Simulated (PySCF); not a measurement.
Vertical excitations of a molecule H7NO2Si2 from PySCF with TDA-M06-2X/def2-SVPD, as energy in eV (oscillator strength): 6.56 (0.126), 7.24 (0.043), 7.24 (0.071), 7.87 (0.089), 8.06 (0.049), 8.18 (0.004), 8.24 (0.006), 8.33 (0.194), 8.51 (0.058), 8.55 (0.044). Lowest triplet (TDA): 6.20 eV. Geometry optimised at TPSSh-D3(BJ)/def2-SVP. One conformer was computed; it need not be the lowest.

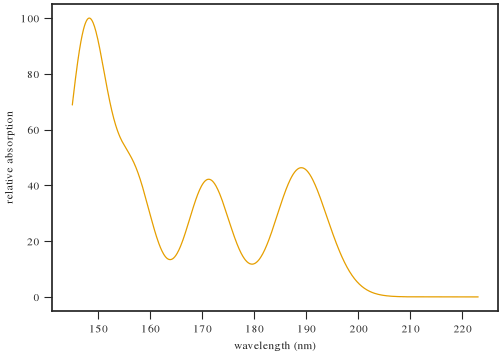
Figure: The lines broadened by 0.4 eV.

Question: Identify the compound among the candidates.
A) N[Si](O)(O)[SiH3]
B) N[SiH2][SiH](O)O
C) O[SiH2]N[SiH2]O
D) O[SiH](O)N[SiH3]

Answer: A, N[Si](O)(O)[SiH3]
